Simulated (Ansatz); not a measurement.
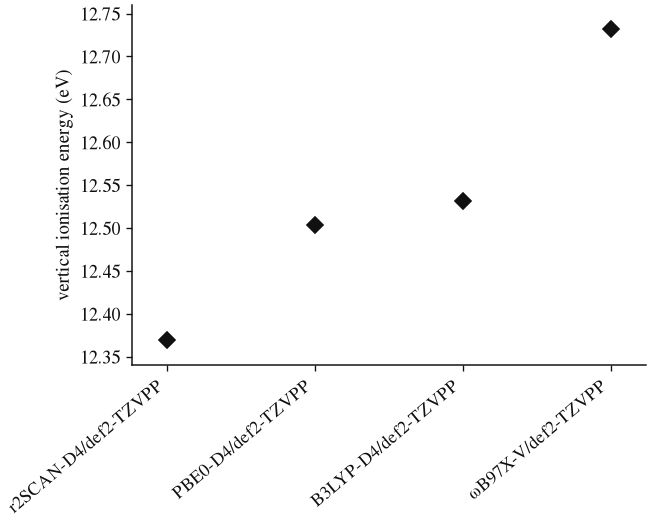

Vertical ionisation energy of SiO₂, SMILES O=[Si]=O, taken as the energy of the cation less that of the neutral at fixed geometry (unrestricted doublet cation, cores frozen in correlated methods, no spin-orbit coupling), the Ansatz code, at a PBE0-D4/def2-TZVP geometry (a minimum by its frequencies).

What range do the values span?

From 12.37 eV (r2SCAN-D4/def2-TZVPP) to 12.73 eV (ωB97X-V/def2-TZVPP).

Give the values.

```
               level     eV
r2SCAN-D4/def2-TZVPP  12.37
  PBE0-D4/def2-TZVPP  12.50
 B3LYP-D4/def2-TZVPP  12.53
  ωB97X-V/def2-TZVPP  12.73
```
